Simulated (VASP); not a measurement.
Band structure of Ir (fcc). All values below come from PBE GGA with D3 dispersion (zero damping), VASP's PBE PAW potentials (set 64) (plane waves; VASP 6.6.1).

Unless said otherwise, spin-orbit coupling is left out, though it shifts the bands of the heavy elements here.

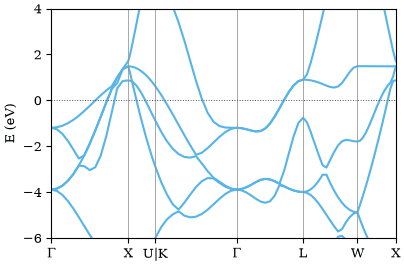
*Bands along high-symmetry lines, zero at the valence-band maximum or, without a gap, the Fermi level*

**Question.** Read the plot: is there a gap, and where are the band edges?

**Answer.** It has no gap at this level: it comes out as a metal or semimetal. (Edges off the drawn lines would not show.)

The compound is Ir in the fcc structure. It was relaxed first.
